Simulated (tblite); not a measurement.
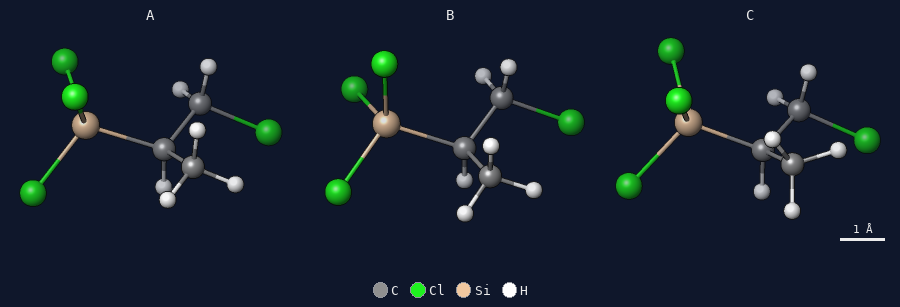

3 geometries from one relaxation of C3H6Cl4Si, in shuffled order. Style: ball-and-stick. Shown from a free direction.

The calculation used GFN2-xTB geometry optimisation, gas phase (tblite). 

Order the frames from highest to lowest energy.

C, A, B. They are steps 0, 61, 120, at +0.539 eV, +0.043 eV relative to the last. The atom that moves furthest after the best rigid fit is a Cl atom (1.11 Å). By element the largest moves are Cl 1.11 Å, H 0.98 Å, C 0.41 Å, Si 0.08 Å. Near-neighbour distances that change, for instance: Cl–Si 2.091 → 2.017 Å, C–Si 1.861 → 1.923 Å, C–H 1.141 → 1.096 Å, C–H 1.120 → 1.087 Å. Bond angles that change, for instance: C–C–H 105.0° → 111.3°, H–C–H 114.8° → 108.5°, Cl–C–H 111.9° → 106.0°. Groups turn about C–Si by about 50°, C–C by about 40°. The energy falls by 0.539 eV in 120 geometry steps. Cost: 2.3 s on 1 thread of Arm Neoverse N1, on a shared host.
